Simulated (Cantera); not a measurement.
A closed system holds: 1 mol Fe2O3, 0.68 mol Cl2, 0.59 mol N2, at 77.0 Pa.

These are equilibrium values from Cantera (NASA tables, ideal gas, pure condensed phases), not measurements of a reactor. Candidate condensed phases: Fe, FeCl2, FeCl3, FeO, Fe2O3, Fe3O4; 19 gas species. Condensed phases not in the tables: FeOCl. Equilibrium is a limit: real reactors are often held back by kinetics, nucleation or transport.

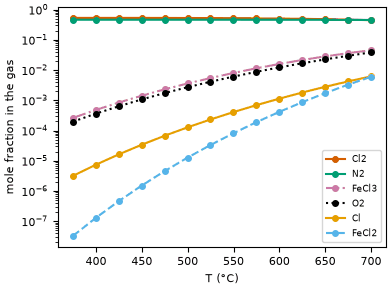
Equilibrium gas composition (values under 1e-9 drawn at 1e-9)

From 375 °C to 700 °C the condensed part is Fe2O3(s). The main Fe-bearing gas is FeCl3 throughout.
